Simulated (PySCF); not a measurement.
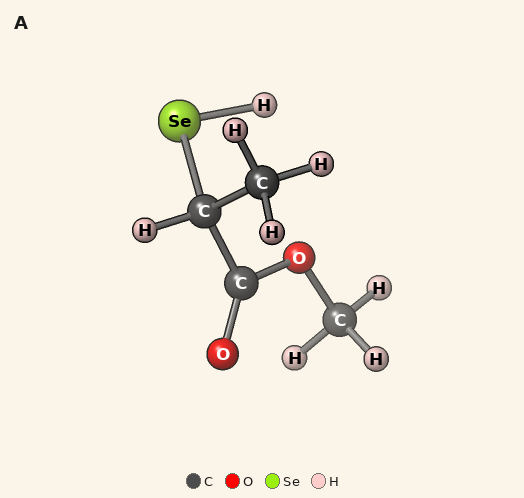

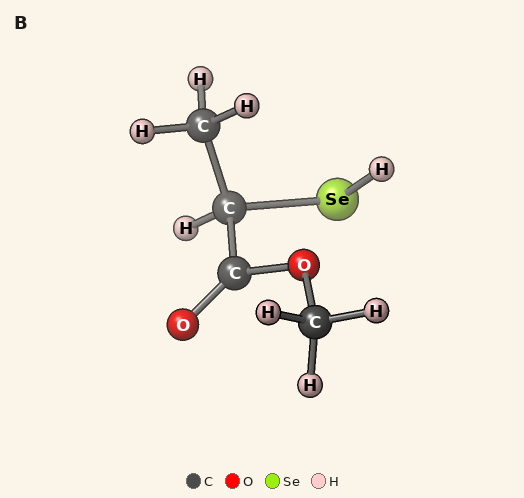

Distant atoms are faded towards the background colour. Computed geometry: GFN2-xTB optimisation. No frequency run is at hand to confirm it as a minimum.

How are A and B related: the same structure turned, mirror images, conformers, diastereomers or constitutional isomers?

Answer. They are the same structure, C4H8O2Se (COC(=O)[C@@H](C)[SeH]), seen from two directions: a rotation takes one into the other. The geometry is chiral (C1), so its mirror image would differ.
